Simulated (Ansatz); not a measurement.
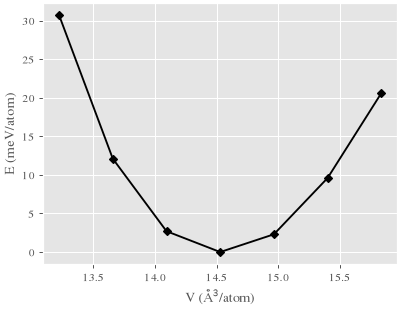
Figure: Zn (hcp (Mg type), P6_3/mmc) under volume change, r²SCAN (plane waves, PAW; program Ansatz), shape and atoms relaxed at each volume.

Question: What does a third-order Birch–Murnaghan fit give for V₀, B₀ and B′?

Answer: V₀ = 14.51 Å³/atom, B₀ = 69.2 GPa, B′ = 6.4.

The cell was relaxed with r²SCAN under the symmetry of its start; of distortions, only those at the zone centre were tested.

Potentials: the earlier of the program's two PAW sets.
